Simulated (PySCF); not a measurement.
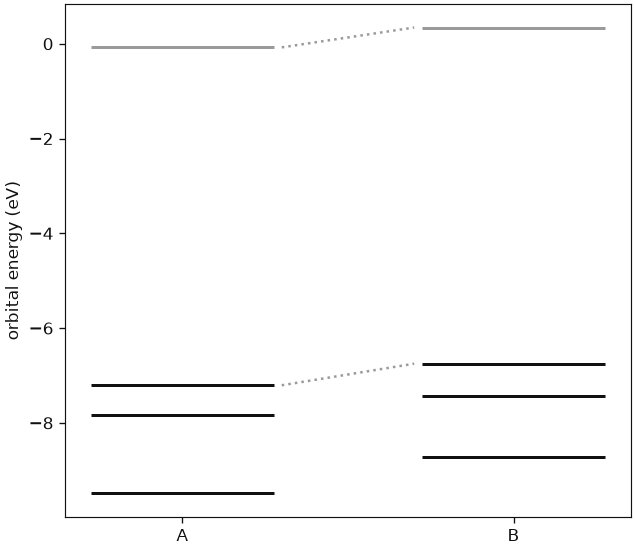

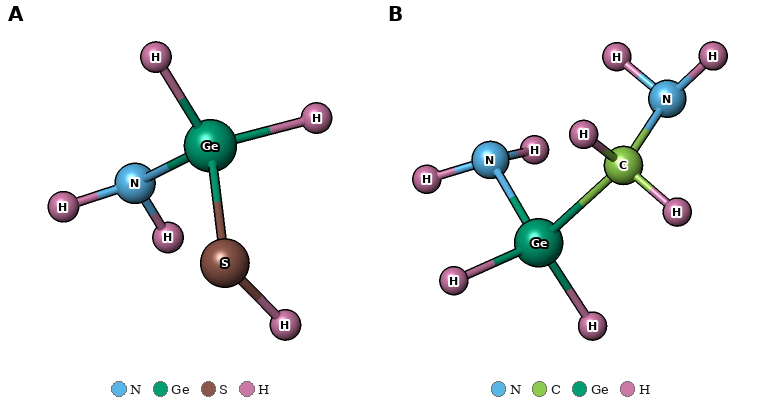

Related molecules: A is GeNH₅S, SMILES [NH2][GeH2][SH], singlet; B is CH₈GeN₂, SMILES N[CH2][GeH2][NH2], singlet. Frontier orbital energies, PBE0/def2-SVPD, PySCF 2.14.0, at a PBE0-D3(BJ)/def2-SVP geometry (no frequency check); drawn are at most three filled levels and, in grey, the LUMO with any level within 0.03 eV of it; dotted lines join the HOMOs and the LUMOs.

What does the change do to the frontier levels?

Answer. From A to B the HOMO rises by 0.46 eV and the LUMO rises by 0.42 eV, so the separation goes from 7.13 to 7.09 eV.

Does the ΔSCF ionisation energy follow the HOMO?

Answer. A: −ε(HOMO) 7.21, ΔSCF 9.27 eV; B: −ε(HOMO) 6.75, ΔSCF 8.78 eV.

Caveats, for all or some of the runs: empty levels above zero depend strongly on the basis; one conformer of a flexible molecule.
